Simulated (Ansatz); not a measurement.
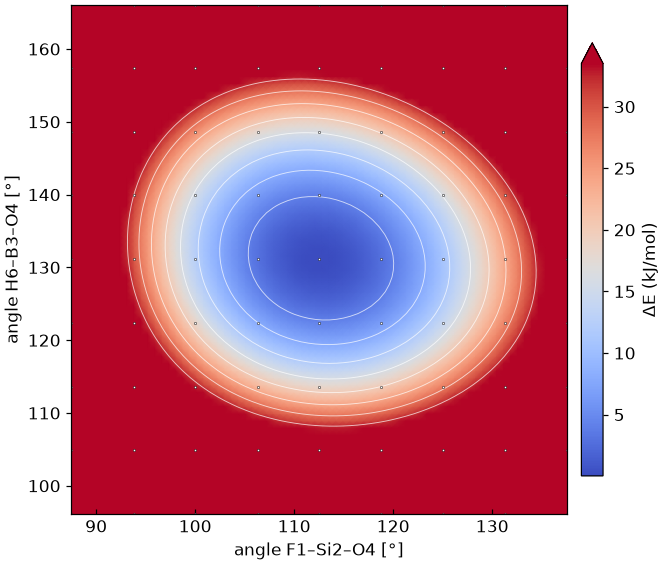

BFH₂OSi, SMILES F[SiH]1BO1. 
- Coordinates scanned: (1) angle F1–Si2–O4; (2) angle H6–B3–O4.
- Nothing is relaxed (all other coordinates rigid).
- Grid: 9 × 9 points.
- Energies are in kJ/mol, from the relaxed molecule at the same level.
- Level of theory: RKS wB97X-V/def2-SVP (Ansatz 0.2.0).

The picture shows a smooth colour map with a few white contour lines, dots at the grid points, one colour for all values above the top of the scale. Between grid points the surface is interpolated.

Estimate the position of the minimum and the force constants in these coordinates.

Answer. The interpolated minimum is at angle F1–Si2–O4 ≈ 112.5°, angle H6–B3–O4 ≈ 131.1°. The curvatures there are about 5.1 eV/rad² and 3.8 eV/rad², with a cross term of about 0.4 eV/rad². Round the minimum the two coordinates are weakly coupled (coupling 0.09 in units of the two stiffnesses). (1 eV is 96.5 kJ/mol.)
